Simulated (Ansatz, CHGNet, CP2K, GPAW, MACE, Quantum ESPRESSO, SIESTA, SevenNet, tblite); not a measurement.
# tblite on random packing of B74C26 (at. %) (103 atoms): settings against a plane-wave reference

Wanted: tblite inputs and outputs for random packing of B74C26 (at. %) (103 atoms), checked against a plane-wave reference.

Calculated with tblite 0.8.0; the method is named at each step.

**1. Set-up**

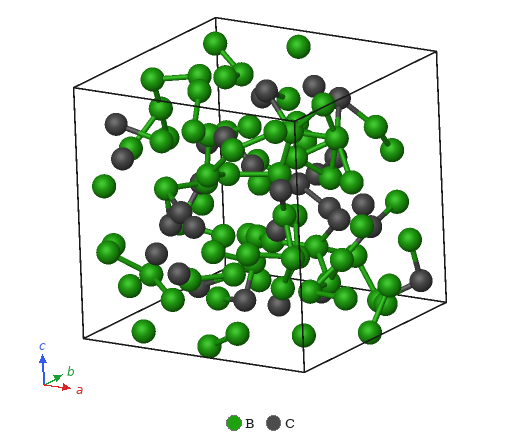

Start, viewed slightly off an axis; boron green, carbon dark grey. Bonds to atoms that aren't drawn are left out. Some periodic images of atoms are drawn too.

The cell holds 103 atoms: 76 B and 27 C. Cell: a = 9.542 Å, b = 9.542 Å, c = 9.542 Å, α = 90.0°, β = 90.0°, γ = 90.0°. 103 atoms (76 B, 27 C) packed at random in a cube at 2.19 g/cm³ and pushed apart as soft spheres; a start for melting by ab initio MD, not an equilibrated structure. Then every atom was moved at random, 0.05 Å r.m.s. a Cartesian component.

The yardstick, on the same geometry:

```
method                 : Kohn-Sham DFT, PBE, SSSP efficiency 1.3.0 pseudopotentials, plane waves (Quantum ESPRESSO 7.5); sssp-pbe-1.3.0-efficiency, cutoffs 45/360 Ry, Γ point
r.m.s. force component : 1.344 eV/Å
longest force          : 5.614 eV/Å
pressure               : -21.73 GPa
time                   : 3.2 min on 2 MPI ranks of Arm Neoverse N1, shared host
CPU time               : 6.4 min
```

**2. GFN1-xTB**

Method: GFN1-xTB tight binding, diagonalisation.

The input, run.py:

```python
import numpy as np
from ase.io import read
from tblite.ase import TBLite

atoms = read("structure.xyz")
atoms.calc = TBLite(method="GFN1-xTB", electronic_temperature=580, accuracy=1.0, max_iterations=250, mixer_damping=0.1, verbosity=1)
energy = atoms.get_potential_energy()
forces = atoms.get_forces()
print(f"energy {energy:.6f} eV")
print("forces (eV/A)")
for i, (a, f) in enumerate(zip(atoms, forces)):
    print(f"{i:4d} {a.symbol:2s} {f[0]:10.5f} {f[1]:10.5f} {f[2]:10.5f}")
stress = -atoms.get_stress(voigt=False) * 160.21766
print("stress (GPa, compression positive)")
for row in stress:
    print(" ".join(f"{x:10.4f}" for x in row))
print("charges (e)")
print(np.array2string(atoms.get_charges(), precision=4, suppress_small=True, max_line_width=110, threshold=100000))
```

The input, structure.xyz:

```xyz
103
Lattice="9.54210 0.00000 0.00000 0.00000 9.54210 0.00000 0.00000 0.00000 9.54210" Properties=species:S:1:pos:R:3 pbc="T T T"
B 4.60826 4.75273 1.51424
B 6.40323 0.45621 0.91785
B 6.95810 5.76839 1.45507
B 5.74692 6.87270 2.34640
B 8.13932 0.83932 8.72320
B 3.68325 9.34925 8.98255
B 0.46833 1.51252 3.19508
B 2.57179 6.16735 1.05564
B 1.65059 1.48084 0.08168
B 6.48624 1.23599 3.73096
B 5.48509 0.31479 6.85371
B 2.45117 4.77086 4.94395
B 3.81903 0.18989 1.93304
B 4.43708 2.05002 3.31349
B 8.76308 3.12704 9.20927
B 2.78601 5.25493 2.81158
B 7.77481 9.04200 5.69062
B 9.24248 4.62506 4.22352
B 3.46626 6.23920 6.78004
B 7.43616 2.98811 8.03464
B 8.42472 1.75718 0.76241
B 3.66006 2.72589 9.14419
B 5.38060 3.27284 2.71893
B 4.00005 6.66678 2.38543
B 1.82550 3.06445 5.09023
B 0.53197 7.36297 3.14641
B 1.94907 2.70614 7.01115
B 2.07083 6.88548 8.29399
B 4.36246 5.40598 4.97315
B 2.30098 1.14248 2.42856
B 8.70383 3.99671 7.68483
B 4.23717 1.37072 8.06832
B 2.58114 4.89767 6.71678
B 8.45401 7.18472 0.45001
B 1.19314 0.04685 3.42361
B 0.43751 1.08914 5.54615
B 2.66902 7.70191 2.08924
B 6.90552 3.82495 4.52830
B 7.44656 5.91820 6.95333
B 4.20492 2.59717 1.36805
B 1.97187 6.96344 6.16649
B 2.08428 8.75908 4.59109
B 6.32947 4.88069 6.37851
B 2.45871 4.60282 9.03169
B 0.49218 2.45785 1.37664
B 7.76765 2.57589 3.42638
B 8.65898 7.88826 4.16608
B 1.73494 8.47997 7.91584
B 9.09744 3.58907 1.75021
B 0.74486 4.10148 8.81041
B 8.57367 8.77005 2.46272
B 0.99505 5.11409 3.08363
B 0.44209 8.77549 8.82606
B 5.26552 1.97684 6.40991
B 4.88059 0.87358 0.11880
B 1.56214 4.77725 1.11251
[... 43 atom lines left out ...]
C 6.85943 7.08949 8.08235
C 1.80556 0.30182 6.99216
C 0.65917 7.66832 5.38022
C 5.29090 5.04205 3.42351
```

The run is started by

```console
> OMP_NUM_THREADS=1 python run.py > output.txt
```

The log of the run:

```text
------------------------------------------------------------
  cycle        total energy    energy error   density error
------------------------------------------------------------
      1     -156.9076330364  -1.5743043E+02   7.9095352E-01
      2     -158.2630944145  -1.3554614E+00   6.9291991E-01
      3     -156.9566767387   1.3064177E+00   5.5566616E-01
      4     -157.7602973075  -8.0362057E-01   2.5011756E-01
      5     -158.3402893627  -5.7999206E-01   1.0678996E-01
      6     -158.7379158342  -3.9762647E-01   5.2489271E-02
      7     -158.8260913453  -8.8175511E-02   1.7471987E-02
      8     -158.8301618982  -4.0705528E-03   1.0827581E-02
      9     -158.8321294327  -1.9675345E-03   6.5954775E-03
     10     -158.8335325971  -1.4031645E-03   3.1822816E-03
     11     -158.8335779897  -4.5392540E-05   1.9998632E-03
     12     -158.8336759712  -9.7981503E-05   1.2212702E-03
     13     -158.8336846765  -8.7053093E-06   7.0221062E-04
     14     -158.8336863142  -1.6377146E-06   5.2636595E-04
     15     -158.8336881949  -1.8807520E-06   3.5307763E-04
     16     -158.8336887748  -5.7983672E-07   1.9624868E-04
     17     -158.8336887842  -9.4630366E-09   1.1590453E-04
     18     -158.8336889811  -1.9684194E-07   5.5504479E-05
     19     -158.8336890214  -4.0263956E-08   2.5870348E-05
     20     -158.8336890304  -9.0966523E-09   1.3007411E-05
------------------------------------------------------------
 total:                                   3.969 sec
energy -4322.084826 eV
forces (eV/A)
   0 B     0.05671    0.59441    0.46420
   1 B    -2.67964    2.21252    0.45895
   2 B    -0.60026   -0.72476   -0.35327
   3 B     2.02350   -2.75298    0.79112
   4 B     0.05389   -1.09159   -0.98484
   5 B     0.77947    0.30806   -0.99673
   6 B    -0.23058    2.03033   -1.17109
   7 B     0.52381    1.04090   -1.88779
   8 B    -0.78572    0.67365    1.07546
   9 B    -0.55012   -1.71527   -0.59074
  10 B    -0.12199    0.76981    1.40924
  11 B     1.24763   -0.04024    0.11591
  12 B     0.52941   -1.02086    1.24566
  13 B    -0.58941    1.24899    3.24780
  14 B     1.45401   -0.81912    0.05528
  15 B     0.50725    0.79661   -0.99590
  16 B    -0.57035   -3.89665    0.73379
  17 B    -1.80307    2.16095    1.02716
  18 B     2.51581   -0.71072    2.35707
  19 B    -2.79457   -0.38088    0.84566
  20 B     0.39385   -2.06000   -1.08198
  21 B    -0.49714   -0.03487   -1.19378
  22 B     0.19195    1.83598    0.50761
  23 B    -0.85754    0.19374    1.35679
[...]
95 C    -0.00537    0.77199    1.74593
  96 C     1.43179    3.53681   -1.72749
  97 C     3.52851    2.37829   -0.11314
  98 C     1.38716   -0.37740    0.96611
  99 C     1.02199    2.84673   -3.25564
 100 C    -0.01466   -0.67317   -1.71296
 101 C     0.89544   -4.02462   -0.02603
 102 C     0.26471   -2.22406    1.47593
stress (GPa, compression positive)
  -13.2046     4.3039     1.2946
    4.3039   -15.1913     6.0718
    1.2946     6.0718   -20.1647
charges (e)
[ 0.0517  0.045   0.0165  0.0601  0.0764  0.0122  0.0585  0.0918 -0.0082  0.0415  0.0209  0.0652  0.0303
  0.0968  0.1398  0.0862  0.0372 -0.0198  0.0956  0.0427  0.0046 -0.0182  0.0876  0.079   0.0273  0.0543
  0.1219  0.037   0.0468  0.1343  0.1113  0.0612  0.028   0.0014 -0.0094  0.103  -0.0696 -0.0033  0.0262
  0.0901  0.2232  0.1248  0.0326  0.0093 -0.0689  0.0107  0.0815 -0.0317  0.0428  0.0549  0.0846  0.0678
  0.1072  0.0636  0.0572  0.14   -0.016   0.0192 -0.1094  0.0782 -0.0563  0.0469  0.0997  0.0315  0.0545
  0.0736  0.1098  0.122  -0.0553  0.119   0.117  -0.0009  0.0862 -0.0842  0.0623 -0.0045 -0.0932 -0.0137
 -0.0183 -0.2083 -0.1641 -0.2314 -0.1045 -0.1499 -0.0992 -0.1038 -0.1401 -0.2009 -0.1196 -0.0869 -0.0612
 -0.0853 -0.1817 -0.0978 -0.1389 -0.1177 -0.2281 -0.2111 -0.0894 -0.1622 -0.1912 -0.1639 -0.1844]
```

Elapsed: 4.8 s, on 1 thread of Arm Neoverse N1, shared host; peak memory 0.11 GiB.

Banners, paths, timers and routine set-up lines are dropped from the logs unmarked, and long logs keep their key lines alone; longer cuts are marked.

Against the reference:

```
r.m.s. force component                  : 1.57 eV/Å
r.m.s. difference of force components   : 686.5 meV/Å
longest difference of force vectors     : 2948 meV/Å
force difference over r.m.s. force      : 51.09 %
slope of forces against the reference's : 1.052
correlation of force components         : 0.9005
pressure                                : -16.19 GPa
pressure difference                     : 5.541 GPa
```

Length of the force difference by element (eV/Å):

| element | atoms | mean | most |
| --- | --- | --- | --- |
| B | 76 | 0.99 | 2.0 |
| C | 27 | 1.3 | 2.9 |

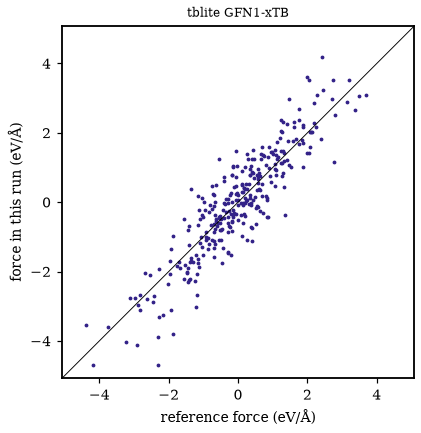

Force components against those of the reference; the line marks equality.

Local excerpt of 10 atoms (numbers count through the whole input) about B41, whose charge lies farthest from its element's mean; x, y, z are measured from there.

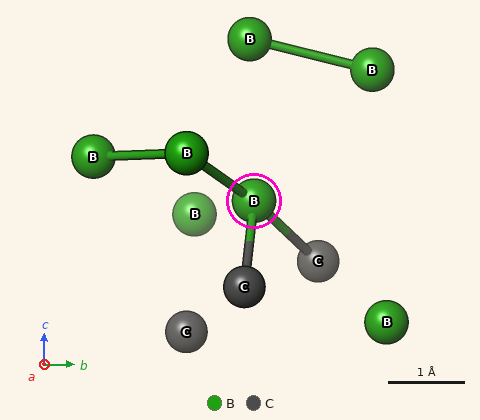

The atoms of the table, within 2.4 Å (arrows a, b, c point along x, y, z); some may hide others; the central atom is ringed.

```
atom      x      y      z  distance (Å)  Mulliken charge (e)     Fx     Fy  Fz (eV/Å)
 B41   0.00   0.00   0.00          0.00                 0.22  -0.45   1.58      -0.38
 C88   1.07   0.02  -1.14          1.56                -0.20  -0.63   0.76      -0.09
C102  -1.31   0.70  -0.79          1.68                -0.16   0.90  -4.02      -0.03
 B19   1.49  -0.72   0.61          1.77                 0.10   2.52  -0.71       2.36
 C99  -0.57  -0.94  -1.74          2.06                -0.09   1.39  -0.38       0.97
 B28   0.10  -0.08   2.13          2.13                 0.04  -0.81   0.45       0.41
 B62  -1.91  -1.02  -0.19          2.17                 0.05   0.96   0.75       0.41
 B33   0.61  -2.07   0.55          2.22                 0.03   0.19  -2.77      -0.17
 B48  -0.24   1.52   1.75          2.33                -0.03   0.43   2.30       0.20
 B42   0.11   1.80  -1.58          2.39                 0.12   1.83  -0.01      -1.08
```

Atoms are counted from 1 here, from 0 in the log.

Forces lie 51 % from the reference's, at 0.013 times its CPU time (on 1 against 2 cores).

**3. Outcome**

```yaml
force_difference_from_the_reference: tblite GFN1-xTB, 51 %
its_cpu_time: 4.8 s
```

In words: Tight binding differs by 51 % (tblite GFN1-xTB); it is another model, with fitted parameters of its own, and the xTB methods hold dispersion. One electronic-structure run takes under half the reference's CPU time: tblite GFN1-xTB, at 51 % in 4.8 s against 6.4 min; its pressure misses by +5.5 GPa. Periodic xTB results under one method name differ between programs and library versions. The reference's pressure holds the uncorrected Pulay stress of its 45 Ry basis, so small pressure differences, and their order, may be the reference's own error. The reference's stress is far from hydrostatic: its diagonal is -18.4, -21.0, -25.9 GPa, compression counted positive. The reference's pressure of -22 GPa says that the cell would shrink at this level of theory. The electronic-structure runs sample only Γ, in a cell whose shortest periodic width is 10 Å, which is coarse for a cell with partly filled levels.

[Also dropped from logs without a mark: logging warnings of Python, and SIESTA's first energy breakdown and zero terms.]

[Logs are printed without paths, hosts, clocks, repeated set-up lines and the standing remarks that a program may print on its own settings, such as how far it seeks lower states.]

[Hosts, paths, dates, database ids (printed as entryN), source tags and the programs' standing remarks are cut or masked in the printed files.]
